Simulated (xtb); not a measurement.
Geometry relaxation, with input and output: CH2ClNSSi (part 1 of 3)

- system: CH2ClNSSi, SMILES S[Si]1(Cl)C=N1
- method: GFN2-xTB (xtb 6.7.1)

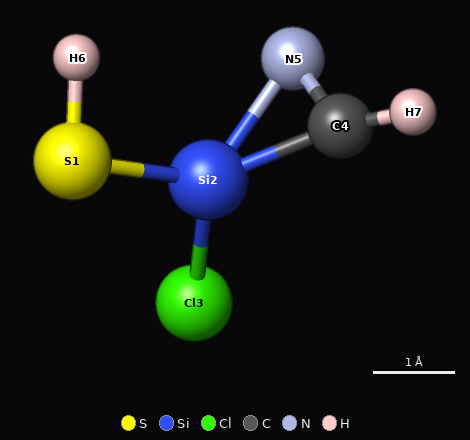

Fig. 1: The structure as given in the input (ball-and-stick view, seen at a tilt; atoms are numbered from 1 in the order of the input). Bond lengths as drawn: Cl–Si 2.09 Å, C–H 1.02 Å, C–N 1.29 Å, C–Si 1.83 Å, H–S 1.29 Å, N–Si 1.88 Å and S–Si 2.06 Å.

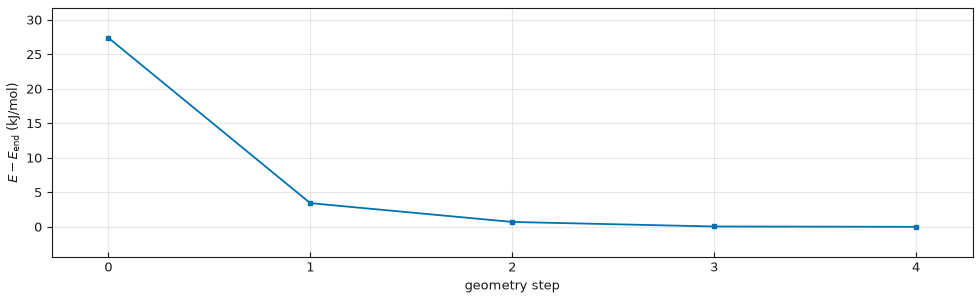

Fig. 2: Progress of the relaxation, step by step (steps are counted from 0).

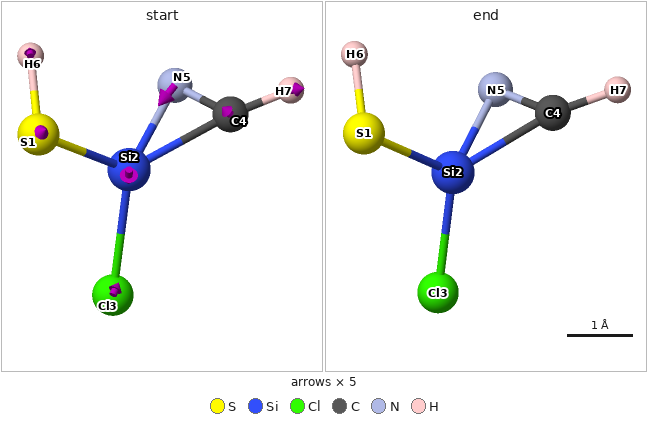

Fig. 3: Before (left) and after (right) the relaxation, at one scale (ball-and-stick view, seen at a tilt). The pink arrows give the displacements, magnified 5 times. N5 moves most after the best rigid fit: 0.086 Å. By element the largest moves are N 0.086 Å, Si 0.081 Å, S 0.056 Å, H 0.049 Å, Cl 0.048 Å, C 0.042 Å. Among the contacts that change: Si2–Cl3 2.093 → 1.995 Å, Si2–N5 1.881 → 1.797 Å, S1–Si2 2.057 → 2.136 Å, C4–H7 1.019 → 1.078 Å. Among the angles that change: S1–Si2–C4 125.3° → 119.1°, N5–C4–H7 123.7° → 128.1°, Si2–C4–N5 71.8° → 67.9°. After 4 geometry steps the energy has fallen by 27.4 kJ/mol. (Atoms are counted from 1 in the order of the input.)

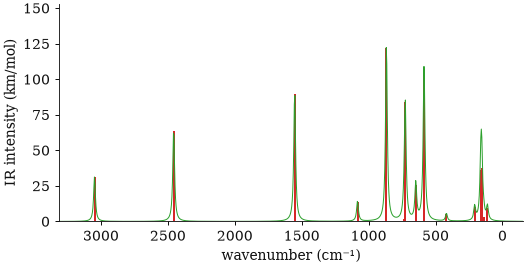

Fig. 4: Harmonic infrared spectrum, unscaled: sticks (degenerate modes added up, dark ones marked on the axis) with a Lorentzian envelope of 16 cm⁻¹ full width, scaled to the tallest stick. 15 modes from 112 to 3048 cm⁻¹, none imaginary. The strongest line is at 867 cm⁻¹ (122 km/mol). All modes, in cm⁻¹ (km/mol): 112 (9.7), 140 (3.4), 155 (37), 162 (36), 208 (9.8), 419 (5.3), 586 (107), 648 (26), 727 (84), 736 (2.0), 867 (122), 1083 (14.0), 1553 (90), 2457 (64), 3048 (31).

These pictures come from the run below.

**Input file (coord)**
```
$coord
     -2.985653893341     -0.646418615451      2.562695392127  s
      0.422202610764     -0.727109920972      0.695627083736  si
      2.967928262292     -3.324236123090      2.249681156844  cl
      1.570041156123      1.707084094681     -1.463555089000  c
      0.486169840082     -0.039797632185     -2.790785335370  n
     -4.378098588272     -0.307458440477      0.589462270055  h
      2.238116032962      3.352997754707     -2.207521367004  h
$end
```

Run as:
```bash
xtb coord --gfn2 --ohess loose > out.txt 2> xtb.err
```

**Output**
```
* xtb version 6.7.1
   ID    Z sym.   atoms
    1   16 s      1
    2   14 si     2
    3   17 cl     3
    4    6 c      4
    5    7 n      5
    6    1 h      6, 7

           -------------------------------------------------
          |                Calculation Setup                |
           -------------------------------------------------

          program call               : xtb coord --gfn2 --ohess loose
          coordinate file            : coord
          omp threads                :                     1

           -------------------------------------------------
          |                 G F N 2 - x T B                 |
           -------------------------------------------------

      * Hamiltonian:
        H0-scaling (s, p, d)           1.850000    2.230000    2.230000
        zeta-weighting                 0.500000
      * Dispersion:
        s8                             2.700000
        a1                             0.520000
        a2                             5.000000
        s9                             5.000000
      * Repulsion:
        kExp                           1.500000    1.000000
        rExp                           1.000000
      * Coulomb:
        alpha                          2.000000
        third order                    shell-resolved
        anisotropic                    true
        a3                             3.000000
        a5                             4.000000
        cn-shift                       1.200000
        cn-exp                         4.000000
        max-rad                        5.000000

          ...................................................
          :                      SETUP                      :
          :.................................................:
          :  # basis functions                  40          :
          :  # atomic orbitals                  37          :
          :  # shells                           15          :
          :  # electrons                        28          :
          :  max. iterations                   250          :
          :  Hamiltonian                  GFN2-xTB          :
          :  restarted?                      false          :
          :  GBSA solvation                  false          :
          :  PC potential                    false          :
          :  electronic temp.          300.0000000     K    :
          :  accuracy                    1.0000000          :
          :  -> integral cutoff          0.2500000E+02      :
          :  -> integral neglect         0.1000000E-07      :
          :  -> SCF convergence          0.1000000E-05 Eh   :
          :  -> wf. convergence          0.1000000E-03 e    :
          :  Broyden damping             0.4000000          :
          :  net charge                          0          :
          :  unpaired electrons                  0          :
          ...................................................

 iter      E             dE          RMSdq      gap      omega  full diag
   1    -15.6100305 -0.156100E+02  0.716E+00    2.28       0.0  T
   2    -15.6355028 -0.254724E-01  0.397E+00    2.61       1.0  T
   3    -15.6164692  0.190336E-01  0.312E+00    1.93       1.0  T
   4    -15.6750269 -0.585577E-01  0.889E-01    2.24       1.0  T
   5    -15.6759401 -0.913221E-03  0.591E-01    2.21       1.0  T
   6    -15.6759150  0.251444E-04  0.311E-01    2.19       1.0  T
   7    -15.6761788 -0.263770E-03  0.192E-01    2.19       1.0  T
   8    -15.6762488 -0.700116E-04  0.113E-01    2.19       1.0  T
   9    -15.6762735 -0.246849E-04  0.838E-02    2.19       1.0  T
  10    -15.6762935 -0.200886E-04  0.447E-02    2.19       1.0  T
  11    -15.6762938 -0.214340E-06  0.239E-02    2.19       1.6  T
  12    -15.6762963 -0.253660E-05  0.822E-03    2.19       4.6  T
  13    -15.6762963 -0.447735E-07  0.337E-03    2.19      11.2  T
  14    -15.6762964 -0.267817E-07  0.172E-03    2.19      22.0  T
  15    -15.6762964 -0.106696E-07  0.472E-04    2.19      80.1  T
  16    -15.6762964  0.503348E-10  0.317E-04    2.19     119.1  T

   *** convergence criteria satisfied after 16 iterations ***

         #    Occupation            Energy/Eh            Energy/eV
      -------------------------------------------------------------
         1        2.0000           -1.0706541             -29.1340
       ...           ...                  ...                  ...
         8        2.0000           -0.4913829             -13.3712
         9        2.0000           -0.4618235             -12.5669
        10        2.0000           -0.4567199             -12.4280
        11        2.0000           -0.4534417             -12.3388
        12        2.0000           -0.4463043             -12.1446
        13        2.0000           -0.4218012             -11.4778
        14        2.0000           -0.3675599             -10.0018 (HOMO)
        15                         -0.2871247              -7.8131 (LUMO)
        16                         -0.2394865              -6.5168
        17                         -0.2284211              -6.2157
        18                         -0.1901606              -5.1745
        19                         -0.1352888              -3.6814
       ...                                ...                  ...
        37                          0.8901832              24.2231
      -------------------------------------------------------------
                  HL-Gap            0.0804352 Eh            2.1888 eV
             Fermi-level           -0.3273423 Eh           -8.9074 eV

 SCC (total)                   0 d,  0 h,  0 min,  0.032 sec
 SCC setup                      ...        0 min,  0.000 sec (  0.513%)
 Dispersion                     ...        0 min,  0.000 sec (  0.194%)
 classical contributions        ...        0 min,  0.000 sec (  0.070%)
 integral evaluation            ...        0 min,  0.011 sec ( 35.714%)
 iterations                     ...        0 min,  0.014 sec ( 44.899%)
 molecular gradient             ...        0 min,  0.006 sec ( 17.774%)
 printout                       ...        0 min,  0.000 sec (  0.723%)

         :::::::::::::::::::::::::::::::::::::::::::::::::::::
         ::                     SUMMARY                     ::
         :::::::::::::::::::::::::::::::::::::::::::::::::::::
         :: total energy             -15.555205986042 Eh    ::
         :: gradient norm              0.098087804505 Eh/a0 ::
         :: HOMO-LUMO gap              2.188752163819 eV    ::
         ::.................................................::
         :: SCC energy               -15.676290995420 Eh    ::
         :: -> isotropic ES            0.033589471102 Eh    ::
         :: -> anisotropic ES         -0.001315576037 Eh    ::
         :: -> anisotropic XC          0.007487855475 Eh    ::
         :: -> dispersion             -0.005932145552 Eh    ::
         :: repulsion energy           0.121085009378 Eh    ::
         :: add. restraining           0.000000000000 Eh    ::
         :: total charge               0.000000000000 e     ::
         :::::::::::::::::::::::::::::::::::::::::::::::::::::

      -----------------------------------------------------------
     |                   =====================                   |
     |                        A N C O P T                        |
     |                   =====================                   |
     |               Approximate Normal Coordinate               |
     |                Rational Function Optimizer                |
      -----------------------------------------------------------
      -----------------------------------------------------------
     |                   =====================                   |
     |                        A N C O P T                        |
     |                   =====================                   |
     |               Approximate Normal Coordinate               |
     |                Rational Function Optimizer                |
      -----------------------------------------------------------

          ...................................................
          :                      SETUP                      :
          :.................................................:
          :   optimization level             loose          :
          :   max. optcycles                   200          :
          :   ANC micro-cycles                  20          :
          :   degrees of freedom                15          :
          :.................................................:
          :   RF solver                   davidson          :
          :   write xtbopt.log                true          :
          :   linear?                        false          :
          :   energy convergence         0.5000000E-04 Eh   :
          :   grad. convergence          0.4000000E-02 Eh/α :
          :   maxmium RF displ.          1.0000000          :
          :   Hlow (freq-cutoff)         0.1000000E-01      :
          :   Hmax (freq-cutoff)         5.0000000          :
          :   S6 in model hess.         20.0000000          :
          ...................................................

generating ANC from exact Hessian ...
Using Lindh-Hessian (1995)
 Shifting diagonal of input Hessian by    8.3707772377980029E-003
 Lowest  eigenvalues of input Hessian
    0.000000    0.000000    0.000000    0.000000    0.000000    0.000000
    0.010000    0.012611    0.014483    0.016300    0.018240    0.029142
    0.052534    0.153608    0.276529    0.351540    0.427437    0.838931
 Highest eigenvalues
    0.351540    0.427437    0.838931    0.970237    1.270515    1.908466

........................................................................
.............................. CYCLE    1 ..............................
........................................................................

 iter      E             dE          RMSdq      gap      omega  full diag
   1    -15.6762964 -0.156763E+02  0.177E-04    2.19       0.0  T
   2    -15.6762964  0.257430E-10  0.139E-04    2.19     271.2  T
   3    -15.6762964 -0.164951E-09  0.761E-05    2.19     496.4  T
     SCC iter.                  ...        0 min,  0.004 sec
     gradient                   ...        0 min,  0.006 sec
 * total energy  :   -15.5552060 Eh     change       -0.3673701E-09 Eh
   gradient norm :     0.0980885 Eh/α   predicted     0.0000000E+00 (-100.00%)
   displ. norm   :     0.2211750 α      lambda       -0.1662005E-01
   maximum displ.:     0.1741151 α      in ANC's #10, #7, #11, ...
```
